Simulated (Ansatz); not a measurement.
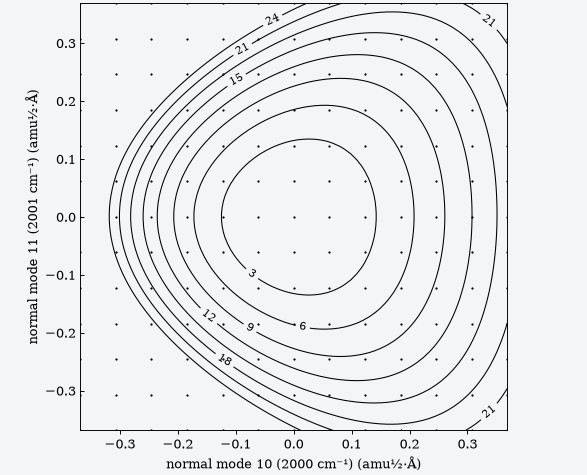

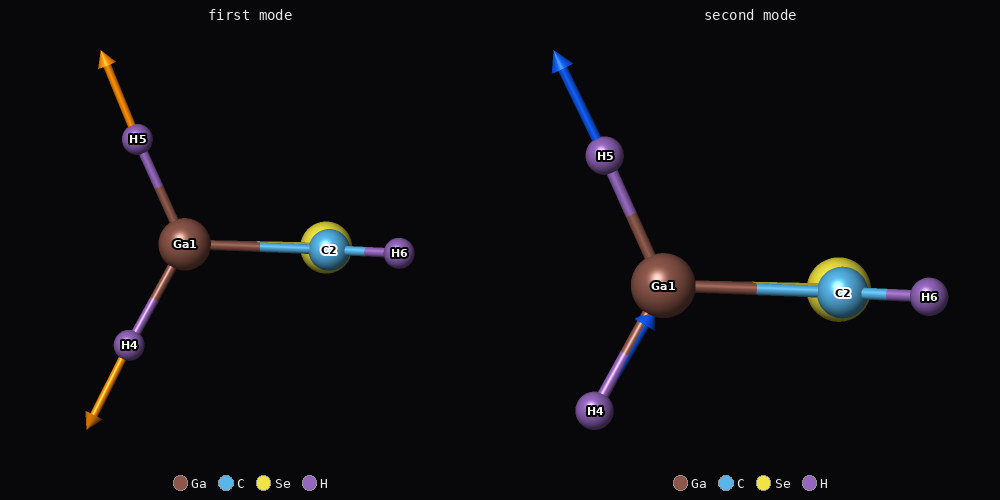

Energy landscape of CH3GaSe. First axis: normal mode 10 (2000 cm⁻¹). Second axis: normal mode 11 (2001 cm⁻¹). Nothing is relaxed (straight displacements along the two mass-weighted modes). Grid: 13 × 13 points. All energies are given in kcal/mol relative to the lowest grid point. Level of theory: RKS PBE0-D4/def2-TZVP in Ansatz.

In the figure: contour lines labelled in kcal/mol (none above 24), dots at the grid points. Between grid points the surface is interpolated. The second picture is the structure at the lowest point

### Describe this landscape.

The lowest grid point is at normal mode 10 (2000 cm⁻¹) = 0.000 amu½·Å, normal mode 11 (2001 cm⁻¹) = 0.000 amu½·Å. It is the only kind of minimum in the scanned range. The highest grid point, normal mode 10 (2000 cm⁻¹) = −0.369 amu½·Å, normal mode 11 (2001 cm⁻¹) = −0.369 amu½·Å, lies 107.2 kcal/mol above the lowest.

The values on the grid:

```csv
"second ↓, first →",−0.369,−0.307,−0.246,−0.184,−0.123,−0.061,0.000,0.061,0.123,0.184,0.246,0.307,0.369
0.369,107.2,83.5,64.8,50.3,39.3,31.2,25.5,21.9,19.9,19.3,19.9,21.5,23.9
0.307,83.2,63.4,47.9,36.2,27.4,21.3,17.2,14.9,14.1,14.5,16.0,18.3,21.3
0.246,64.6,47.8,34.9,25.2,18.2,13.5,10.8,9.6,9.7,10.9,13.0,15.8,19.3
0.184,50.8,36.2,25.1,17.0,11.3,7.8,5.9,5.5,6.4,8.2,10.8,14.1,17.9
0.123,41.3,28.2,18.4,11.3,6.6,3.8,2.6,2.8,4.1,6.3,9.3,12.9,17.0
0.061,35.8,23.5,14.5,8.0,3.8,1.4,0.6,1.1,2.7,5.2,8.4,12.2,16.4
0.000,34.0,22.1,13.2,7.0,2.9,0.7,0.0,0.6,2.3,4.8,8.1,12.0,16.3
−0.061,36.0,23.7,14.5,8.1,3.8,1.4,0.6,1.1,2.7,5.2,8.4,12.2,16.5
−0.123,41.7,28.4,18.5,11.4,6.6,3.8,2.6,2.8,4.1,6.3,9.3,12.9,17.1
−0.184,51.3,36.4,25.2,17.0,11.3,7.7,5.9,5.5,6.3,8.2,10.8,14.2,18.0
−0.246,65.1,48.0,34.9,25.1,18.0,13.3,10.6,9.4,9.6,10.8,13.0,15.9,19.5
−0.307,83.5,63.4,47.7,35.8,27.0,20.9,16.8,14.6,13.9,14.4,15.9,18.3,21.4
−0.369,107.2,83.1,64.2,49.6,38.5,30.5,24.8,21.3,19.4,18.9,19.6,21.4,23.9
```

The whole map (169 points run) took 45 min on 1 thread of Arm Neoverse N1, with other jobs on the host.
